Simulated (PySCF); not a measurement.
# C2H9BOSi: electronic excitations and core binding energies

Wanted: the electronic excitations and core binding energies of C2H9BOSi (`BC[SiH2]OC`), by calculation.

Programs: PySCF 2.14.0, with density-fitted response routines of our own. Each step states its level of theory. These are calculated values for one molecule in the gas phase, unless marked as measured. Atoms are numbered from 0 throughout.

### 1 The molecule as given

14 atoms, charge 0, multiplicity 1; geometry from: GFN2-xTB.

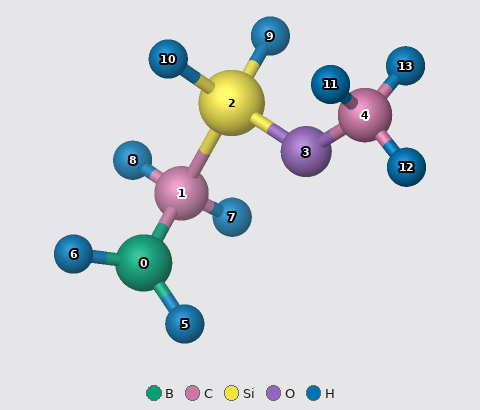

The starting geometry (boron teal, carbon pink, silicon yellow, oxygen purple, hydrogen blue), atoms numbered.

### 2 Excited states and response: B3LYP/def2-SVPD

The job: settings as JSON, then the geometry in Å.

```
{"job": {"kind": "uv", "xc": "B3LYP", "basis": "def2-SVPD", "nstates": 8, "ntriplets": 3}, "charge": 0, "multiplicity": 1}
B     -2.206705    -0.229839     0.341947
C     -1.589606     0.675475    -0.747294
Si     0.154016     1.189017    -0.170384
O      0.953125    -0.208758     0.006628
C      2.287814    -0.406677     0.362805
H     -2.119232    -1.394645     0.275101
H     -2.750674     0.252757     1.260772
H     -1.482381     0.199302    -1.719906
H     -2.116560     1.616474    -0.890153
H      0.793220     2.030552    -1.195011
H      0.149351     1.957503     1.081786
H      2.487246    -0.005517     1.359059
H      2.482305    -1.479535     0.360182
H      2.957401     0.083445    -0.347697
```

Level: TDDFT B3LYP/def2-SVPD, vertical, gas phase, core orbitals frozen in the response.

The run is started by

```sh
$ OMP_NUM_THREADS=1 python probes_run.py task.json out
```

The driver reads the jobs from task.json and runs them one after another.

Output:

```text
coarse grid: 11552 points
cycle   1  E = -470.8300731521  dE =  2.661e-01  |g| = 7.344e-01  |ddm| = 4.828e+00
cycle   2  E = -470.6106039750  dE =  2.195e-01  |g| = 1.274e+00  |ddm| = 1.901e+00
cycle   3  E = -470.9383840215  dE = -3.278e-01  |g| = 1.244e-01  |ddm| = 1.266e+00
cycle   4  E = -470.9411724336  dE = -2.788e-03  |g| = 5.471e-02  |ddm| = 1.817e-01
cycle   5  E = -470.9419386838  dE = -7.663e-04  |g| = 7.461e-03  |ddm| = 6.357e-02
cycle   6  E = -470.9419541071  dE = -1.542e-05  |g| = 2.338e-03  |ddm| = 1.503e-02
cycle   7  E = -470.9419557589  dE = -1.652e-06  |g| = 2.721e-04  |ddm| = 4.100e-03
final grid: 105112 points
cycle   8  E = -471.0172001436  dE = -2.984e-05  |g| = 5.111e-03  |ddm| = 7.279e-02
cycle   9  E = -471.0171964414  dE =  3.702e-06  |g| = 6.577e-03  |ddm| = 1.267e-02
cycle  10  E = -471.0172065134  dE = -1.007e-05  |g| = 7.112e-04  |ddm| = 6.448e-03
cycle  11  E = -471.0172066198  dE = -1.064e-07  |g| = 1.652e-04  |ddm| = 8.533e-04
cycle  12  E = -471.0172066247  dE = -4.859e-09  |g| = 5.669e-05  |ddm| = 2.173e-04
cycle  13  E = -471.0172066255  dE = -7.959e-10  |g| = 1.222e-05  |ddm| = 8.507e-05
converged SCF energy = -471.0172066255

Static polarisability (au): isotropic 70.060, principal 62.262 68.404 79.513

Singlet excitations
state   eV       nm        f      main configurations
  1   5.7113    217.1   0.01090   H->L 0.90
  2   5.9249    209.3   0.02022   H-1->L 0.55, H-2->L 0.31, H->L 0.08
  3   5.9716    207.6   0.02470   H-2->L 0.64, H-1->L 0.31
  4   6.5493    189.3   0.00045   H-3->L 0.82, H-1->L 0.08
  5   7.2097    172.0   0.00639   H->L+1 0.93
  6   7.2792    170.3   0.03382   H-4->L 0.90
  7   7.6574    161.9   0.02368   H->L+2 0.70, H-1->L+1 0.23
  8   7.6850    161.3   0.03422   H-1->L+1 0.65, H->L+2 0.24

Triplet excitations (Tamm-Dancoff, eV): 5.2539 5.3543 5.6691
```

Wall time 37 s (1 thread of Arm Neoverse N1, shared host); peak memory 0.7 GiB.

Frontier orbitals and where they lie:

```
orbital     eV                       atoms
 HOMO−3  -9.06   O3 28 %, C1 16 %, B0 15 %
 HOMO−2  -8.81   B0 36 %, H6 22 %, C1 15 %
 HOMO−1  -8.35  O3 28 %, C1 22 %, Si2 14 %
   HOMO  -7.99  O3 48 %, Si2 14 %, H9 10 %
   LUMO  -1.40   B0 47 %, C1 14 %, H6 10 %
 LUMO+1   0.29  Si2 20 %, C4 20 %, O3 10 %
 LUMO+2   0.53   B0 30 %, Si2 22 %, C1 8 %
```

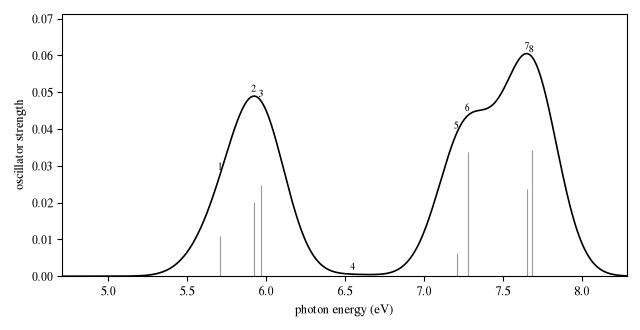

Absorption spectrum from the 8 singlet states computed; above the last one it falls off for lack of states. Lines are broadened to a width of 0.40 eV (Gaussian).

Further results of this job:

```
           property  computed
  dipole moment (D)      1.42
polarisability (Å³)     10.38
 HOMO–LUMO gap (eV)      6.59
      −ε(HOMO) (eV)      7.99
```

### 3 X-ray photoelectron lines: SCAN, X2C

Settings changed since step 2:

```diff
@@ -1,2 +1,2 @@
-{"job": {"kind": "uv", "xc": "B3LYP", "basis": "def2-SVPD", "nstates": 8, "ntriplets": 3}, "charge": 0, "multiplicity": 1}
+{"job": {"kind": "xps"}, "charge": 0, "multiplicity": 1}
 B     -2.206705    -0.229839     0.341947
```

With the program's defaults for keys left out, this is: delta-SCF UKS SCAN, pcX-2 on the ionised atom, pcseg-1 elsewhere, spin-free X2C.

Output:

```text
ground state, core basis on atom 0 (B), 150 functions
  cycle   1  E = -471.59001706  |g| = 7.22e-01
  cycle   2  E = -471.34161659  |g| = 1.30e+00
  cycle   3  E = -471.69959908  |g| = 1.68e-01
  cycle   4  E = -471.70526073  |g| = 5.69e-02
  cycle   5  E = -471.70612375  |g| = 1.05e-02
  cycle   6  E = -471.70615241  |g| = 3.69e-03
  cycle   7  E = -471.70615581  |g| = 9.72e-04
  cycle   8  E = -471.70615602  |g| = 2.04e-04
  E(ground) = -471.74800828 Eh
hole in B 1s of atom 0
  cycle   1  E = -464.10959054  |g| = 1.15e+00
  cycle   2  E = -462.28273531  |g| = 1.88e+00
  cycle   3  E = -464.28688498  |g| = 6.62e-01
  cycle   4  E = -464.48050767  |g| = 2.76e-01
  cycle   5  E = -464.50459077  |g| = 1.59e-01
  cycle   6  E = -464.51937885  |g| = 4.88e-02
  cycle   7  E = -464.52047370  |g| = 2.95e-02
  cycle   8  E = -464.52024720  |g| = 3.86e-02
  cycle   9  E = -464.52132804  |g| = 1.01e-02
  cycle  10  E = -464.52131072  |g| = 1.51e-02
  cycle  11  E = -464.52143269  |g| = 9.17e-03
  cycle  12  E = -464.52149030  |g| = 3.65e-03
  cycle  13  E = -464.52150130  |g| = 8.01e-04
  cycle  14  E = -464.52150149  |g| = 3.11e-04
  E(ion) = -464.56288204 Eh   <S^2> = 0.9368   hole on atom = 1.000   binding energy = 195.517 eV
ground state, core basis on atom 1 (C), 150 functions
  cycle   1  E = -471.71443454  |g| = 5.66e-02
  cycle   2  E = -471.71441569  |g| = 1.58e-02
  cycle   3  E = -471.71440095  |g| = 1.74e-02
  cycle   4  E = -471.71448092  |g| = 1.39e-03
  cycle   5  E = -471.71448361  |g| = 2.08e-04
  E(ground) = -471.75543762 Eh
hole in C 1s of atom 1
  cycle   1  E = -460.49470914  |g| = 1.51e+00
  cycle   2  E = -459.93176271  |g| = 1.74e+00
  cycle   3  E = -461.02710524  |g| = 3.17e-01
  cycle   4  E = -461.06104048  |g| = 1.31e-01
  cycle   5  E = -461.06610328  |g| = 6.50e-02
  cycle   6  E = -461.06767027  |g| = 9.13e-03
  cycle   7  E = -461.06769538  |g| = 5.77e-03
  cycle   8  E = -461.06771398  |g| = 1.01e-03
  cycle   9  E = -461.06771378  |g| = 4.50e-04
  E(ion) = -461.10596588 Eh   <S^2> = 0.7657   hole on atom = 1.000   binding energy = 289.787 eV
ground state, core basis on atom 2 (Si), 161 functions
  cycle   1  E = -471.81722025  |g| = 2.89e-01
  cycle   2  E = -471.81726078  |g| = 4.87e-02
  cycle   3  E = -471.81721673  |g| = 4.14e-02
  cycle   4  E = -471.81754749  |g| = 7.94e-03
  cycle   5  E = -471.81756637  |g| = 1.06e-03
  cycle   6  E = -471.81756750  |g| = 2.50e-04
  E(ground) = -471.81634115 Eh
hole in Si 1s of atom 2
  cycle   1  E = -402.87760722  |g| = 4.35e+00
  cycle   2  E = -402.92404349  |g| = 2.18e+00
  cycle   3  E = -403.52784202  |g| = 8.46e-01
  cycle   4  E = -403.87526106  |g| = 3.70e-01
  cycle   5  E = -403.92047357  |g| = 1.77e-01
  cycle   6  E = -403.93335043  |g| = 3.82e-02
  cycle   7  E = -403.93381046  |g| = 1.80e-02
  cycle   8  E = -403.93399039  |g| = 4.14e-03
  cycle   9  E = -403.93399868  |g| = 1.26e-03
  cycle  10  E = -403.93400021  |g| = 2.92e-04
  E(ion) = -403.93993427 Eh   <S^2> = 0.7521   hole on atom = 1.000   binding energy = 1847.011 eV
hole in Si 2p of atom 2
  cycle   1  E = -467.53836111  |g| = 1.24e+00
  cycle   2  E = -467.38452225  |g| = 1.14e+00
  cycle   3  E = -467.80596916  |g| = 3.25e-01
  cycle   4  E = -467.85367097  |g| = 1.43e-01
  cycle   5  E = -467.86019215  |g| = 5.97e-02
  cycle   6  E = -467.86172996  |g| = 1.52e-02
  cycle   7  E = -467.86183523  |g| = 4.93e-03
  cycle   8  E = -467.86184919  |g| = 1.20e-03
  cycle   9  E = -467.86184906  |g| = 2.95e-04
  E(ion) = -467.87056215 Eh   <S^2> = 0.7515   hole on atom = 1.003   binding energy = 107.370 eV
  2p3/2 = 107.124 eV   2p1/2 = 107.749 eV
ground state, core basis on atom 3 (O), 150 functions
  cycle   1  E = -471.74766309  |g| = 9.98e-02
  cycle   2  E = -471.74707367  |g| = 7.13e-02
  cycle   3  E = -471.74741358  |g| = 5.94e-02
  cycle   4  E = -471.74801625  |g| = 5.82e-03
  cycle   5  E = -471.74802296  |g| = 6.48e-04
  cycle   6  E = -471.74802391  |g| = 1.42e-04
  E(ground) = -471.78591985 Eh
hole in O 1s of atom 3
  cycle   1  E = -451.14782480  |g| = 2.23e+00
  cycle   2  E = -450.69469459  |g| = 2.20e+00
  cycle   3  E = -451.92397155  |g| = 3.99e-01
  cycle   4  E = -451.96687888  |g| = 1.02e-01
  cycle   5  E = -451.97096516  |g| = 4.70e-02
  cycle   6  E = -451.97215190  |g| = 9.62e-03
  cycle   7  E = -451.97219731  |g| = 3.02e-03
  cycle   8  E = -451.97220122  |g| = 9.72e-04
  cycle   9  E = -451.97220180  |g| = 3.28e-04
  E(ion) = -452.00935170 Eh   <S^2> = 0.7614   hole on atom = 1.000   binding energy = 538.148 eV
ground state, core basis on atom 4 (C), 150 functions
  cycle   1  E = -471.71450043  |g| = 9.35e-02
  cycle   2  E = -471.71196356  |g| = 1.39e-01
  cycle   3  E = -471.71544625  |g| = 1.99e-02
  cycle   4  E = -471.71552138  |g| = 2.92e-03
  cycle   5  E = -471.71552467  |g| = 7.89e-04
  cycle   6  E = -471.71552563  |g| = 9.40e-05
  E(ground) = -471.75552721 Eh
hole in C 1s of atom 4
  cycle   1  E = -460.42021187  |g| = 1.50e+00
  cycle   2  E = -457.61996089  |g| = 2.39e+00
  cycle   3  E = -459.22379385  |g| = 1.67e+00
  cycle   4  E = -460.90249487  |g| = 3.99e-01
  cycle   5  E = -460.94892226  |g| = 2.21e-01
  cycle   6  E = -460.96546421  |g| = 4.80e-02
  cycle   7  E = -460.96683509  |g| = 1.72e-02
  cycle   8  E = -460.96698891  |g| = 6.84e-03
  cycle   9  E = -460.96701339  |g| = 2.36e-03
  cycle  10  E = -460.96701893  |g| = 1.08e-03
  cycle  11  E = -460.96702019  |g| = 3.97e-04
  E(ion) = -461.00569794 Eh   <S^2> = 0.7711   hole on atom = 1.000   binding energy = 292.518 eV
```

It took 1.9 min on 1 thread of Arm Neoverse N1, shared host; peak memory 0.62 GiB.

Binding energies by hole, beside the orbital energy of the ground state; the difference holds orbital relaxation and, for a density functional, its self-interaction error:

```
       hole  stands for                  environment  ΔSCF (eV; 2p as the shell's mean)  −ε (eV)   ⟨S²⟩
  B1s on B0          B0       boron bonded to C, 2 H                  195.52 (doubtful)    179.8  0.937
  C1s on C1          C1   sp3 CH2 bonded to B and Si                             289.79    273.0  0.766
Si1s on Si2         Si2  silicon bonded to C, O, 2 H                            1847.01   1793.8  0.752
Si2p on Si2         Si2  silicon bonded to C, O, 2 H                             107.33     96.5  0.752
  O1s on O3          O3       oxygen bonded to C, Si                             538.15    516.6  0.761
  C1s on C4          C4    methyl carbon bonded to O                             292.52    275.0  0.771
```

Doubtful: the ion did not converge, its hole moved, or its ⟨S²⟩ is well above 0.75.

With the spin-orbit splitting: Si2 2p3/2 107.12, 2p1/2 107.75 eV. The table gives each 2p level as the mean over the whole 2p shell (two parts 2p3/2, one part 2p1/2), which differs a little from the single hole in the log.

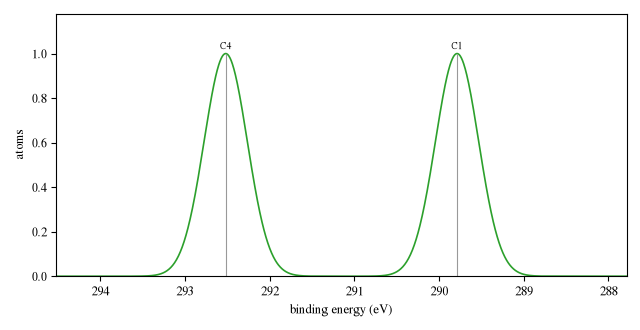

The C1s photoelectron lines, weighted by the number of atoms. Lines are broadened to a width of 0.60 eV (Gaussian).

### 4 What came out

```
                                quantity                        value
        lowest singlet (B3LYP/def2-SVPD)  5.71 eV (217 nm), f = 0.011
brightest single state of those computed  state 8, 7.68 eV, f = 0.034
                          lowest triplet                      5.25 eV
        C1s binding energies, SCAN/pcX-2      C4 292.52, C1 289.79 eV
       Si1s binding energies, SCAN/pcX-2               Si2 1847.01 eV
       Si2p binding energies, SCAN/pcX-2                Si2 107.33 eV
        O1s binding energies, SCAN/pcX-2                 O3 538.15 eV
```

**Reading.** The first singlet state (HOMO→LUMO 0.90) lies at 5.71 eV and is weak; of the 8 states computed, the strongest absorption comes from states 7 to 8 together at 7.68 eV (the last computed, so partners may be missing). The lowest triplet lies 0.46 eV below the lowest singlet (triplets in Tamm-Dancoff, singlets in full TDDFT). C4 (methyl carbon bonded to O) binds its C1s electron 2.73 eV more tightly than C1 (sp3 CH2 bonded to B and Si).
